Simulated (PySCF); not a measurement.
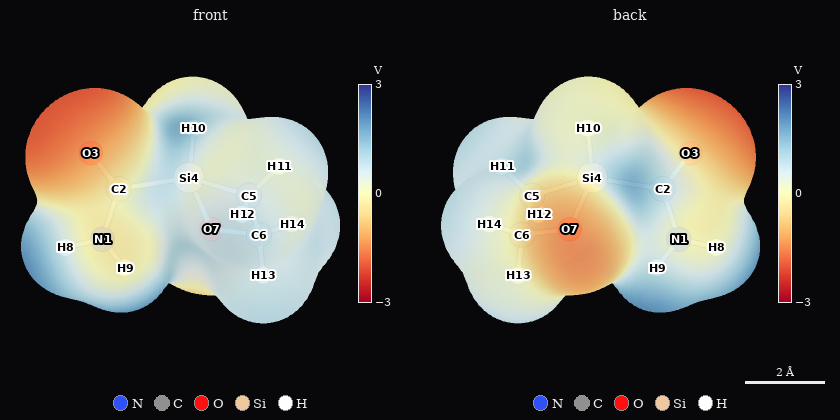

C3H7NO2Si. The electrostatic potential painted on the density surface at 0.002 e/bohr³, seen from the front and from behind; red is negative and blue positive.

Geometry: GFN2-xTB.

Computed with PySCF, PBE0/pcSseg-1, SCF density, gas phase, non-relativistic.

Input file:

```
{"job": {"kind": "nmr", "xc": "PBE0", "basis": "pcSseg-1"}, "charge": 0, "multiplicity": 1}
N      2.276152    -0.496610    -0.468933
C      1.868129     0.532599     0.303656
O      2.593953     1.467362     0.577093
Si     0.064310     0.440451     0.939880
C     -1.456628     0.719000    -0.184969
C     -1.740138    -0.752523     0.119377
O     -0.540946    -1.107529     0.815380
H      3.234044    -0.532932    -0.785145
H      1.695387    -1.308502    -0.584981
H     -0.053336     1.028098     2.270985
H     -2.224382     1.398944     0.165473
H     -1.275834     0.905225    -1.239039
H     -1.849203    -1.395659    -0.754397
H     -2.592186    -0.898396     0.783541
```

Run with:

```sh
OMP_NUM_THREADS=1 python probes_run.py task.json out
```

### Which sites attract a positive test charge, and which a negative one?

A positive charge is drawn to the negative regions and a negative charge to the positive ones. The most negative region (about −1.9 V) lies over O3, the most positive (about +2.0 V) over H8 and H9. O3 is the likeliest acceptor of a hydrogen bond.
